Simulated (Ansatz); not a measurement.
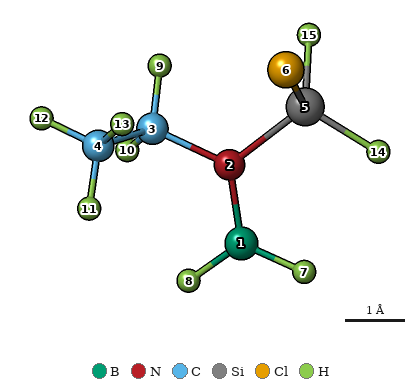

Figure 1. The input geometry (ball-and-stick view, seen at a tilt; atoms are numbered from 1 in the order of the input).

Molecular dynamics of C2H9BClNSi (part 1 of 2)

- system: C2H9BClNSi, SMILES BN(CC)[SiH2]Cl
- method: RKS revPBE/6-31G* (Ansatz 0.2.0)

The geometry comes from this level: PBE0-D4/def2-TZVP. Figures and captions count atoms from 1; the log counts them from 0 in places.

### What the program printed
```
Functional definition: revPBE
  name "revPBE"
  cite "Zhang & Yang, Phys. Rev. Lett. 80, 890 (1998) doi:10.1103/PhysRevLett.80.890"
  cite "Perdew, Burke & Ernzerhof, Phys. Rev. Lett. 77, 3865 (1996) doi:10.1103/PhysRevLett.77.3865"
  parameter kappa = 1.245
  parameter beta = 0.06672455060314922
  exchange = pbe_x(kappa = kappa, mu = beta*pi^2/3)
  correlation = pbe_c(beta = beta)
1488 factors; their error is unknown
mean field evaluation 1: about -24774.3427 eV, gradient 6.3e1 eV
mean field evaluation 2: about -24749.9260 eV, gradient 1.1e2 eV
mean field evaluation 4: about -24783.3822 eV, gradient 7.5e0 eV
mean field evaluation 8: about -24783.5102 eV, gradient 1.5e-1 eV
mean field evaluation 16: about -24783.4010 eV, gradient 5.0e-4 eV
mean field -24783.40100444 eV, -910.7731881205 hartree, gradient 1.1e-5 eV, S^2 0.000000; 0 other end points of the search recorded, 0 dependent functions left out
the calculation of the forces begins
reference -24783.40104838 eV, -910.7731897355 hartree; 32, 32 occupied and 84, 84 virtual orbitals, 1488 factors
md step     0: t =     0.00 fs  T =  1500.0 K  F+E_penalty+E_count = -24783.40100444 eV  E_kin = 2.520570 eV  conserved = -24780.88043446 eV  (30 SCF iters)
these checks for a lower state are left out or cut short: starts, cluster_reference, orbital_swaps, neighbouring_geometries, increment
1488 factors; their error is unknown
mean field -24782.53394984 eV, -910.7413244519 hartree, gradient 9.6e-6 eV, S^2 0.000000; 0 other end points of the search recorded, 0 dependent functions left out
the calculation of the forces begins
reference -24782.53399428 eV, -910.7413260849 hartree; 32, 32 occupied and 84, 84 virtual orbitals, 1488 factors
md step     1: t =     2.00 fs  T =  1074.8 K  F+E_penalty+E_count = -24782.53394984 eV  E_kin = 1.806063 eV  conserved = -24780.72793846 eV  (29 SCF iters)
[... from here on the SCF iterations and repeated set-up lines of each step are left out, up to the last step ...]
md step     2: t =     4.00 fs  T =   645.7 K  F+E_penalty+E_count = -24781.80277852 eV  E_kin = 1.084977 eV  conserved = -24780.71819132 eV  (28 SCF iters)
md step     3: t =     6.00 fs  T =   554.4 K  F+E_penalty+E_count = -24781.67160430 eV  E_kin = 0.931587 eV  conserved = -24780.74109194 eV  (29 SCF iters)
md step     4: t =     8.00 fs  T =   627.0 K  F+E_penalty+E_count = -24781.76234146 eV  E_kin = 1.053618 eV  conserved = -24780.71098034 eV  (29 SCF iters)
md step     5: t =    10.00 fs  T =   923.1 K  F+E_penalty+E_count = -24782.33115460 eV  E_kin = 1.551219 eV  conserved = -24780.78434852 eV  (30 SCF iters)
md step     6: t =    12.00 fs  T =  1079.9 K  F+E_penalty+E_count = -24782.57215632 eV  E_kin = 1.814676 eV  conserved = -24780.76519497 eV  (30 SCF iters)
md step     7: t =    14.00 fs  T =  1006.4 K  F+E_penalty+E_count = -24782.46157383 eV  E_kin = 1.691097 eV  conserved = -24780.78204610 eV  (30 SCF iters)
md step     8: t =    16.00 fs  T =   719.0 K  F+E_penalty+E_count = -24781.94616908 eV  E_kin = 1.208229 eV  conserved = -24780.75309110 eV  (30 SCF iters)
md step     9: t =    18.00 fs  T =   482.8 K  F+E_penalty+E_count = -24781.47832672 eV  E_kin = 0.811314 eV  conserved = -24780.68507537 eV  (30 SCF iters)
md step    10: t =    20.00 fs  T =   673.0 K  F+E_penalty+E_count = -24781.89859943 eV  E_kin = 1.130975 eV  conserved = -24780.78903793 eV  (29 SCF iters)
md step    11: t =    22.00 fs  T =   791.9 K  F+E_penalty+E_count = -24782.05041492 eV  E_kin = 1.330640 eV  conserved = -24780.74598695 eV  (30 SCF iters)
md step    12: t =    24.00 fs  T =   829.2 K  F+E_penalty+E_count = -24782.13238322 eV  E_kin = 1.393317 eV  conserved = -24780.77112320 eV  (30 SCF iters)
md step    13: t =    26.00 fs  T =   807.1 K  F+E_penalty+E_count = -24782.08715269 eV  E_kin = 1.356164 eV  conserved = -24780.76946373 eV  (30 SCF iters)
md step    14: t =    28.00 fs  T =   649.2 K  F+E_penalty+E_count = -24781.78862990 eV  E_kin = 1.090963 eV  conserved = -24780.74233187 eV  (30 SCF iters)
md step    15: t =    30.00 fs  T =   629.6 K  F+E_penalty+E_count = -24781.75320539 eV  E_kin = 1.057920 eV  conserved = -24780.74589902 eV  (30 SCF iters)
md step    16: t =    32.00 fs  T =   648.2 K  F+E_penalty+E_count = -24781.79748775 eV  E_kin = 1.089288 eV  conserved = -24780.76528578 eV  (30 SCF iters)
md step    17: t =    34.00 fs  T =   737.4 K  F+E_penalty+E_count = -24781.90712349 eV  E_kin = 1.239160 eV  conserved = -24780.73263162 eV  (30 SCF iters)
md step    18: t =    36.00 fs  T =   992.6 K  F+E_penalty+E_count = -24782.40683350 eV  E_kin = 1.667928 eV  conserved = -24780.81367027 eV  (30 SCF iters)
md step    19: t =    38.00 fs  T =   905.4 K  F+E_penalty+E_count = -24782.19719484 eV  E_kin = 1.521389 eV  conserved = -24780.76214443 eV  (30 SCF iters)
md step    20: t =    40.00 fs  T =   731.3 K  F+E_penalty+E_count = -24781.86962230 eV  E_kin = 1.228787 eV  conserved = -24780.73763723 eV  (30 SCF iters)
md step    21: t =    42.00 fs  T =   618.4 K  F+E_penalty+E_count = -24781.68316569 eV  E_kin = 1.039216 eV  conserved = -24780.74988148 eV  (31 SCF iters)
md step    22: t =    44.00 fs  T =   656.1 K  F+E_penalty+E_count = -24781.70569434 eV  E_kin = 1.102420 eV  conserved = -24780.71837140 eV  (30 SCF iters)
md step    23: t =    46.00 fs  T =   799.1 K  F+E_penalty+E_count = -24782.01679998 eV  E_kin = 1.342808 eV  conserved = -24780.80014456 eV  (30 SCF iters)
md step    24: t =    48.00 fs  T =   739.3 K  F+E_penalty+E_count = -24781.80865820 eV  E_kin = 1.242330 eV  conserved = -24780.70469927 eV  (30 SCF iters)
md step    25: t =    50.00 fs  T =   903.7 K  F+E_penalty+E_count = -24782.12607641 eV  E_kin = 1.518528 eV  conserved = -24780.75956457 eV  (29 SCF iters)
md step    26: t =    52.00 fs  T =   938.4 K  F+E_penalty+E_count = -24782.21939086 eV  E_kin = 1.576876 eV  conserved = -24780.81036796 eV  (30 SCF iters)
md step    27: t =    54.00 fs  T =   593.3 K  F+E_penalty+E_count = -24781.47558606 eV  E_kin = 0.996977 eV  conserved = -24780.66005341 eV  (30 SCF iters)
md step    28: t =    56.00 fs  T =   619.4 K  F+E_penalty+E_count = -24781.59538259 eV  E_kin = 1.040793 eV  conserved = -24780.74729775 eV  (29 SCF iters)
md step    29: t =    58.00 fs  T =   792.3 K  F+E_penalty+E_count = -24781.89869670 eV  E_kin = 1.331330 eV  conserved = -24780.77374858 eV  (30 SCF iters)
md step    30: t =    60.00 fs  T =   882.5 K  F+E_penalty+E_count = -24781.95810491 eV  E_kin = 1.482974 eV  conserved = -24780.69826150 eV  (30 SCF iters)
md step    31: t =    62.00 fs  T =  1131.1 K  F+E_penalty+E_count = -24782.45909754 eV  E_kin = 1.900734 eV  conserved = -24780.80214668 eV  (30 SCF iters)
md step    32: t =    64.00 fs  T =  1134.5 K  F+E_penalty+E_count = -24782.37931582 eV  E_kin = 1.906337 eV  conserved = -24780.74034468 eV  (30 SCF iters)
md step    33: t =    66.00 fs  T =  1044.2 K  F+E_penalty+E_count = -24782.22660958 eV  E_kin = 1.754680 eV  conserved = -24780.76226457 eV  (30 SCF iters)
md step    34: t =    68.00 fs  T =   886.6 K  F+E_penalty+E_count = -24781.91508448 eV  E_kin = 1.489795 eV  conserved = -24780.73628474 eV  (30 SCF iters)
md step    35: t =    70.00 fs  T =   739.4 K  F+E_penalty+E_count = -24781.63177409 eV  E_kin = 1.242477 eV  conserved = -24780.71803127 eV  (30 SCF iters)
md step    36: t =    72.00 fs  T =   759.9 K  F+E_penalty+E_count = -24781.66323294 eV  E_kin = 1.276902 eV  conserved = -24780.73180428 eV  (31 SCF iters)
md step    37: t =    74.00 fs  T =   899.8 K  F+E_penalty+E_count = -24781.89029113 eV  E_kin = 1.511961 eV  conserved = -24780.74271144 eV  (30 SCF iters)
md step    38: t =    76.00 fs  T =  1102.5 K  F+E_penalty+E_count = -24782.26357267 eV  E_kin = 1.852611 eV  conserved = -24780.79844832 eV  (30 SCF iters)
md step    39: t =    78.00 fs  T =   948.2 K  F+E_penalty+E_count = -24781.94350509 eV  E_kin = 1.593397 eV  conserved = -24780.76139318 eV  (30 SCF iters)
md step    40: t =    80.00 fs  T =   642.2 K  F+E_penalty+E_count = -24781.32602275 eV  E_kin = 1.079116 eV  conserved = -24780.67680539 eV  (31 SCF iters)
md step    41: t =    82.00 fs  T =   783.1 K  F+E_penalty+E_count = -24781.62239338 eV  E_kin = 1.315950 eV  conserved = -24780.75328048 eV  (30 SCF iters)
md step    42: t =    84.00 fs  T =   816.7 K  F+E_penalty+E_count = -24781.70327003 eV  E_kin = 1.372290 eV  conserved = -24780.79702974 eV  (30 SCF iters)
md step    43: t =    86.00 fs  T =   695.7 K  F+E_penalty+E_count = -24781.33270535 eV  E_kin = 1.168960 eV  conserved = -24780.64809384 eV  (30 SCF iters)
md step    44: t =    88.00 fs  T =   967.9 K  F+E_penalty+E_count = -24781.92728118 eV  E_kin = 1.626500 eV  conserved = -24780.80539327 eV  (30 SCF iters)
md step    45: t =    90.00 fs  T =   869.5 K  F+E_penalty+E_count = -24781.66120135 eV  E_kin = 1.461018 eV  conserved = -24780.72716137 eV  (30 SCF iters)
md step    46: t =    92.00 fs  T =   671.8 K  F+E_penalty+E_count = -24781.26567715 eV  E_kin = 1.128854 eV  conserved = -24780.68254776 eV  (30 SCF iters)
md step    47: t =    94.00 fs  T =   827.8 K  F+E_penalty+E_count = -24781.53589109 eV  E_kin = 1.391071 eV  conserved = -24780.70881019 eV  (30 SCF iters)
md step    48: t =    96.00 fs  T =  1085.0 K  F+E_penalty+E_count = -24781.96865835 eV  E_kin = 1.823287 eV  conserved = -24780.73254883 eV  (29 SCF iters)
md step    49: t =    98.00 fs  T =  1225.3 K  F+E_penalty+E_count = -24782.22852622 eV  E_kin = 2.058888 eV  conserved = -24780.78441848 eV  (30 SCF iters)
these checks for a lower state are left out or cut short: starts, cluster_reference, orbital_swaps, neighbouring_geometries, increment
1488 factors; their error is unknown
mean field -24781.98391012 eV, -910.7211108649 hartree, gradient 1.0e-5 eV, S^2 0.000000; 0 other end points of the search recorded, 0 dependent functions left out
the calculation of the forces begins
reference -24781.98395432 eV, -910.7211124894 hartree; 32, 32 occupied and 84, 84 virtual orbitals, 1488 factors
1488 factors; their error is unknown
mean field evaluation 416: about -24773.5547 eV, gradient 6.0e1 eV
mean field -24781.98391012 eV, -910.7211108648 hartree, gradient 3.7e-5 eV, S^2 0.000000; 1 other end points of the search recorded, 0 dependent functions left out
the calculation of the forces begins
reference -24781.98395432 eV, -910.7211124894 hartree; 32, 32 occupied and 84, 84 virtual orbitals, 1488 factors
md step    50: t =   100.00 fs  T =  1132.5 K  F+E_penalty+E_count = -24781.98391012 eV  E_kin = 1.902998 eV  conserved = -24780.72329263 eV  (31 SCF iters)
```

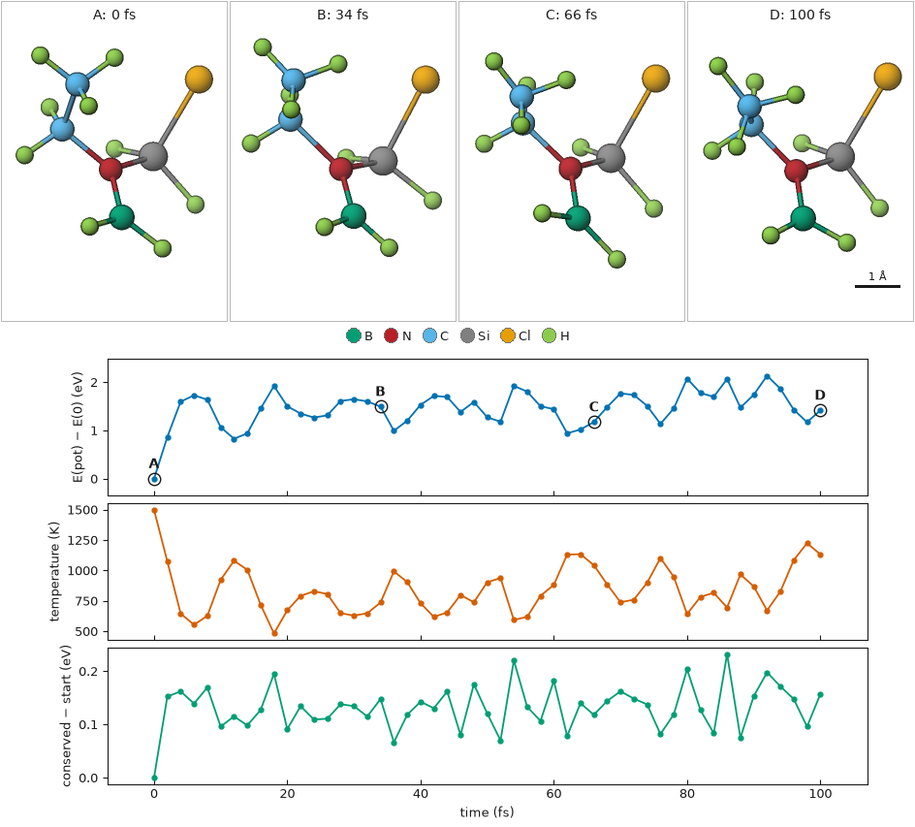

Figure 2. Frames of the molecular dynamics (ball-and-stick, seen at a tilt) above the curves, on which the letters mark them. The trajectory kept here has 51 frames over 100 fs. The temperature starts at 1500 K, ranges from 483 to 1500 K and averages 888 K over the second half. The potential energy ends 1.417 eV above its first value. The conserved quantity stays within 0.23 eV. After an unweighted best fit of the last frame on the first, the root-mean-square displacement is 0.49 Å, and H11 has moved furthest (0.80 Å).

```
Total energy: -24781.98395432 eV, -910.7211124894 hartree
Atom 0 at    -1.000182    -1.427085    -0.517325 Å, force     0.275094     4.241953    -2.403185 eV/Å
Atom 1 at    -0.554467    -0.094447    -0.199138 Å, force     1.623282    -0.398071    -0.038693 eV/Å
Atom 2 at     0.275857     0.153164     1.019245 Å, force    -0.505404    -0.520518     2.029600 eV/Å
Atom 3 at     1.360142    -0.969544     1.213373 Å, force     0.664719     1.463069     0.774585 eV/Å
Atom 4 at    -0.747422     1.308522    -1.188558 Å, force    -0.675401     2.598498     0.204152 eV/Å
Atom 5 at     1.035293     2.242218    -1.905082 Å, force    -0.264689    -0.523776     0.024547 eV/Å
Atom 6 at    -1.349227    -1.527527    -1.611842 Å, force    -0.630814    -0.304336    -1.345326 eV/Å
Atom 7 at    -1.152556    -2.231878     0.167072 Å, force    -0.118808    -3.303806     3.165578 eV/Å
Atom 8 at     0.868917     1.087139     1.104914 Å, force    -0.894423     0.379944    -0.643723 eV/Å
Atom 9 at    -0.575961     0.131928     1.769511 Å, force     1.445879     0.211842     0.412385 eV/Å
Atom 10 at     0.732070    -1.825194     1.343574 Å, force     0.263193    -1.513842     0.270697 eV/Å
Atom 11 at     2.159743    -0.831374     2.106669 Å, force    -1.946392    -0.113156    -1.795669 eV/Å
Atom 12 at     1.890780    -0.982155     0.238499 Å, force     0.178935    -0.391122     0.350498 eV/Å
```
